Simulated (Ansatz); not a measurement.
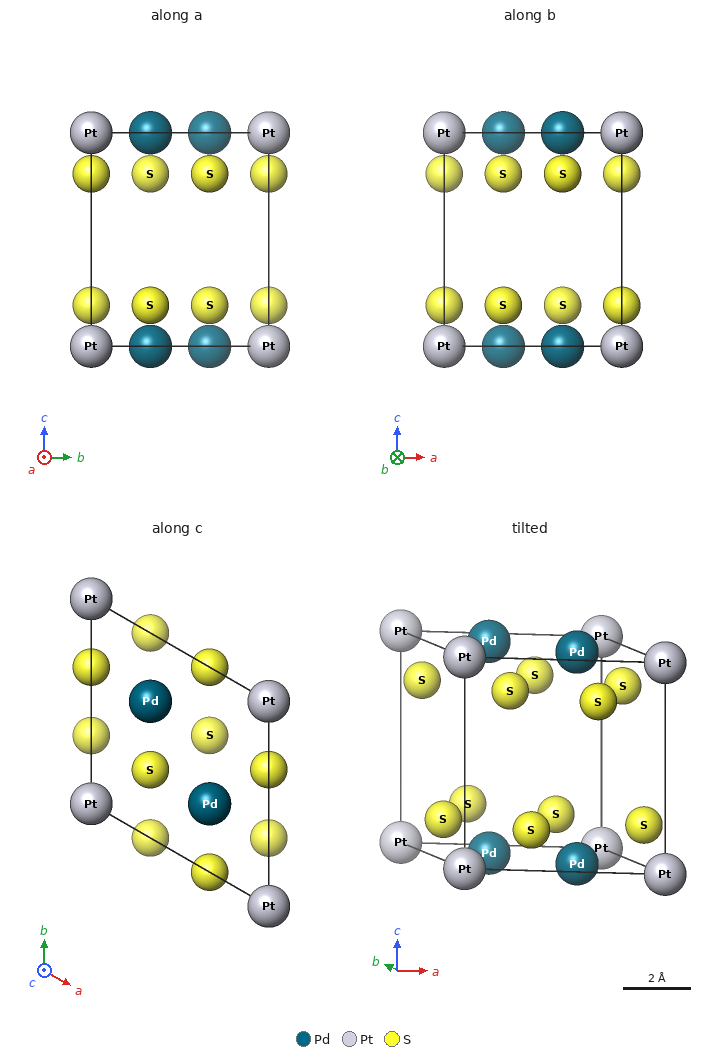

We look at a spheres-only model of the crystal along the a axis, along the b axis, along the c axis and slightly off an axis. The edges of the conventional unit cell are marked.

Lattice parameters: a = 6.170 Å, b = 6.170 Å, c = 6.432 Å, α = 90.00°, β = 90.00°, γ = 120.00°. Put a along x and b in the xy plane.

Question: Transcribe the picture into a POSCAR file, with free fractional coordinates to two decimals.

Answer:
```
Pd Pt S
1.0
     6.170    0.000    0.000
    -3.085    5.343    0.000
     0.000    0.000    6.432
Pd Pt S
2 1 6
Direct
  0.6667 0.3333 0.00
  0.3333 0.6667 0.00
  0.00 0.00 0.00
  0.67 0.67 0.19
  0.33 0.00 0.19
  0.00 0.33 0.19
  0.00 0.67 0.81
  0.67 0.00 0.81
  0.33 0.33 0.81
```

The structure comes from a structure type filled with these elements by a generator (whether the compound takes this form wasn't checked). Earlier steps of the study, as a rule a relaxation of our own, may have changed the cell and positions, so they can lie some per cent off the listed ones. A calculation with Ansatz used it as input.
